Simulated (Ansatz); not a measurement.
## Electronic structure of BClH5Si2 (SMILES [SiH2+]B([SiH3])Cl) (charge +1) in real space

The calculation's input:

```
crystal:
  periodic: [false, false, false]
  atoms:
    - { symbol: Si, position_ang: [-0.41643, 1.6352, -0.9414] }
    - { symbol: B, position_ang: [-0.25706, -0.33651, -0.66309] }
    - { symbol: Si, position_ang: [0.45996, -1.14509, 1.07941] }
    - { symbol: Cl, position_ang: [-0.75155, -1.31621, -1.95571] }
    - { symbol: H, position_ang: [-0.89898, 2.4017, -2.09891] }
    - { symbol: H, position_ang: [-0.03247, 2.62439, 0.07273] }
    - { symbol: H, position_ang: [1.80688, -0.60343, 1.2895] }
    - { symbol: H, position_ang: [0.48336, -2.60244, 1.04909] }
    - { symbol: H, position_ang: [-0.39371, -0.65761, 2.16838] }
total_charge: 1
basis:
  gaussian: { orbitals: "6-31G" }
hamiltonian:
  xc: pbe
relax:
  f_tol: 0.015
  max_steps: 40
output:
  orbitals: {}
```

Command:

```sh
ansatz run input.yaml --threads 1 --pin off --max-ram 2048MiB --backend cpu --events-out ev --progress --plain --runs-dir out
```

The fields are those of the relaxed geometry.

The calculation used Ansatz 0.2.0, RKS PBE/6-31G.

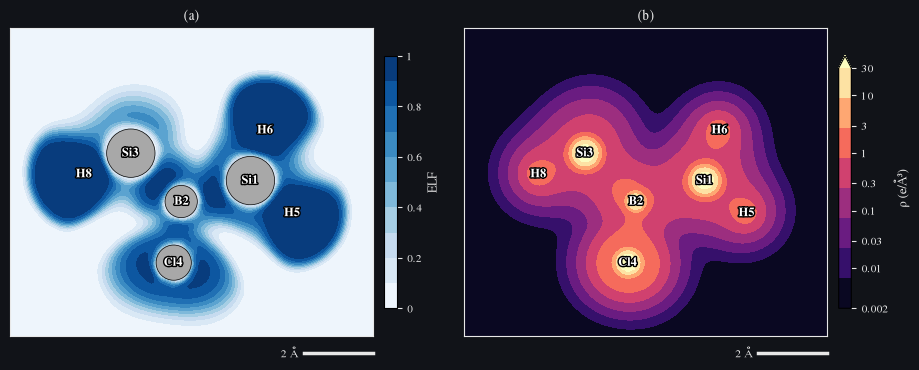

Figure 1. (a) ELF; (b) electron density on the plane of atoms H5, Si1 and H6. Grey discs cover the atomic cores in the ELF map.

### What does the map show?

- Atoms in the plane: Si, B, Cl and H.
- B–Cl (1.78 Å): ρ is about 1.1 e/Å³ halfway, with its minimum of 0.9 e/Å³ about 0.6 Å from B; the ELF peaks at about 0.85 between the atoms: a shared but strongly polarised pair.
- Si–B (2.02 Å): ρ is about 0.68 e/Å³ halfway; the ELF peaks at about 0.95 between the atoms (a shared electron pair).
- Si–H (1.50 Å): ρ is about 0.67 e/Å³ halfway; the ELF climbs to about 1 towards the hydrogen, as it does in any bond to H.
- Si–B (2.09 Å): the density is about 0.65 e/Å³ at the midpoint; the ELF peaks at about 0.95 between the atoms; a shared electron pair.
- The ELF also peaks beside Cl4, away from the bonds: lone-pair regions.

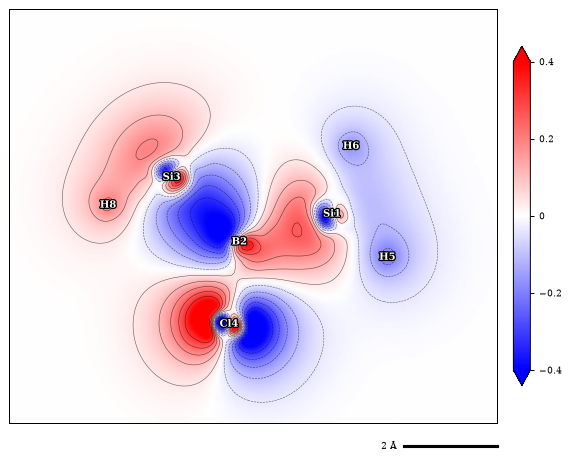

Figure 2. The HOMO on the plane of atoms Si1, B2 and Si3 (values in Å⁻³ᐟ²; the overall sign is arbitrary).

### Describe this orbital and give its energy.

Its weight (Hirshfeld) is mainly on Cl4 (about 35 %), Si3 (about 20 %), B2 (about 20 %) and Si1 (about 10 %). Its energy is −11.61 eV.

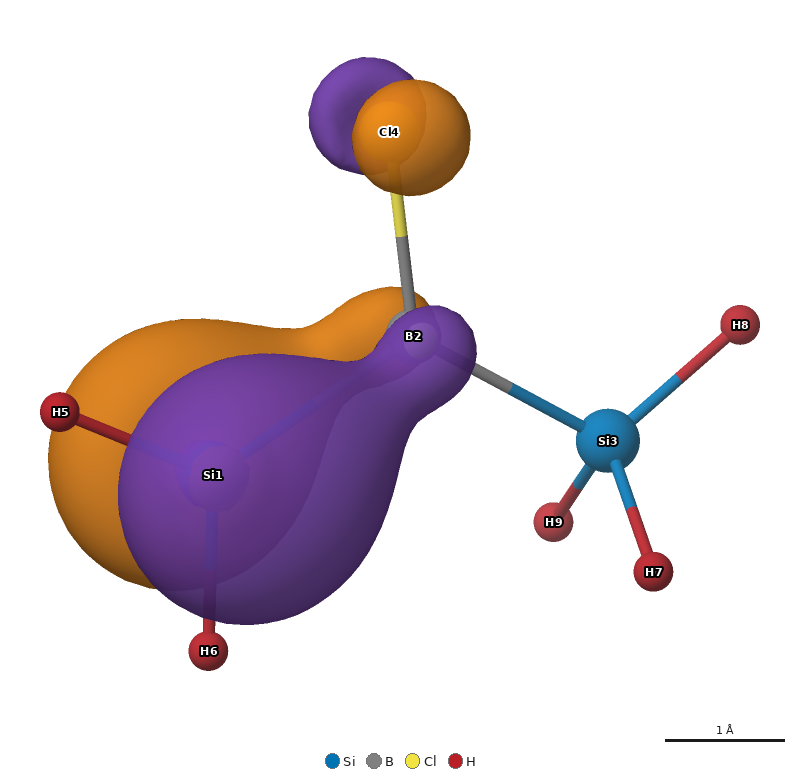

Figure 3. The LUMO at ±0.15 Å⁻³ᐟ² (orange and purple are the two phases), seen at a tilt.

### Where does this orbital lie, and at what energy?

Its weight (Hirshfeld) is mainly on Si1 (about 70 %), B2 (about 10 %) and Cl4 (about 10 %). Its energy is −10.75 eV.
